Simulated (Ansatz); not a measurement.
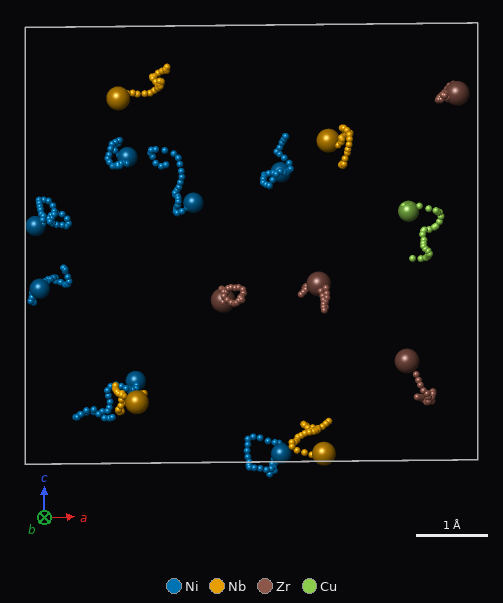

First-principles dynamics of an amorphous cell of composition Zr4Nb4CuNi7 (16 atoms in the cell), 252 fs long. It starts from the last geometry of an earlier run, with fresh velocities. Dots mark each atom's position at evenly spaced times, in the colour of its element; spheres stand at the starting positions. Seen along the b axis in the simulation cell.

The calculation used DFT PBE, scalar-relativistic, plane waves, PAW (Ansatz). Set-up: plane-wave cutoff 420 eV; k-point mesh 1 × 1 × 1; Fermi-Dirac smearing 0.185 eV; volume 0.96 times that of the relaxed crystal; set temperature 2150 K; time step 3 fs.

### How do the atoms move?

In the second half of the run the atoms are, in the root-mean-square, this far from where they began (common drift taken out): Cu 0.64 Å, Ni 0.57 Å, Nb 0.48 Å, Zr 0.41 Å. Against the typical shortest distance between atoms in the first frame, about 2.3 Å these are large excursions, but over 252 fs one can't yet tell strong vibration from the start of diffusion. Over the second half the temperature averages 2057 K (spread ±311 K). The potential energy in the second half lies on average 75.1 meV per atom below the first frame. The mean pressure there is 14.7 GPa.

Limits of the set-up: the k-point mesh is coarse for a cell with partly filled bands; the periodic images lie only 6.2 Å apart, so the values are limited by the cell's size.

Cost: 4.2 min on 2 threads of Arm Neoverse V2, on a shared host, peak memory 0.57 GiB.
